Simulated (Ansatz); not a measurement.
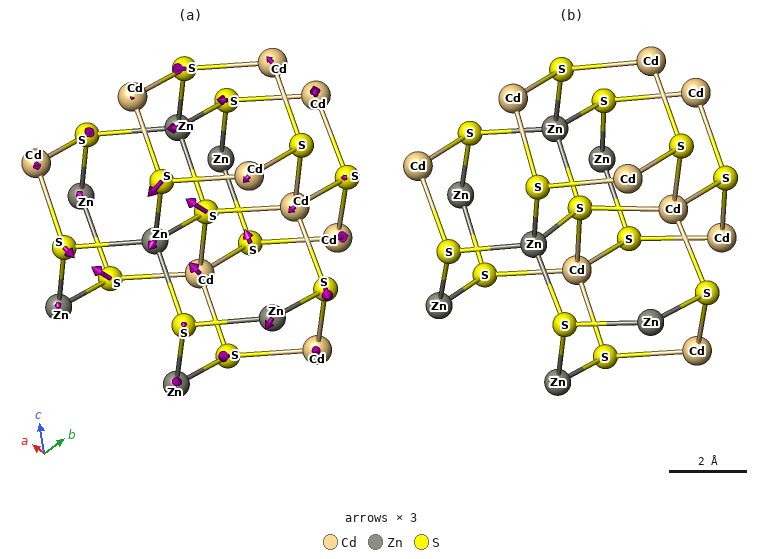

The structure of a crystal of Cd36Zn28S64 (a generated structure, set up in P1) before (left) and after (right) a relaxation, at one scale. The purple arrows give the displacements, magnified 3 times.

The picture is a ball-and-stick view of the atoms within 5.0 Å of the atom that moves most (axes of the cell of the calculation), seen from a free direction.

These are results of DFT, PBEsol, PAW, plane waves (Ansatz 0.2.0), not measurements. Settings: plane-wave cutoff 420 eV; k-point mesh 1 × 1 × 1; mesh shifted by (0.5, 0.5, 0.5); no spin polarisation; cell relaxed at fixed shape; force threshold 0.03 eV/Å; at most 80 steps.

**Summarise the run.**

An S atom moves most relative to the cell: 0.25 Å roughly along [1 −1 1]. By element the largest moves are S 0.25 Å, Cd 0.16 Å, Zn 0.15 Å. Cell: a = b = c 15.905 → 15.885 Å (−0.1 %). Volume −0.4 %. Some distances before and after: S–Zn 2.475 → 2.327 Å, S–Zn 2.491 → 2.350 Å, S–Zn 2.437 → 2.316 Å, S–Zn 2.472 → 2.353 Å. Among the angles between lasting bonds that change: Zn–S–Zn 110.0° → 120.3°, Cd–S–Cd 109.2° → 102.1°, S–Cd–S 111.0° → 116.2°. The space group stays P1 (No. 1). Over 4 geometry steps the energy falls by 7.171 eV per cell of the calculation. Largest force component: 1.9 eV/Å at the start, 0.024 eV/Å at the end. The pressure goes from 0.99 to 0.00 GPa. Cost: 14 s on 1 × NVIDIA GB300 Max-Q with 8 threads of Arm Neoverse-V2, peak memory 2.8 GiB.
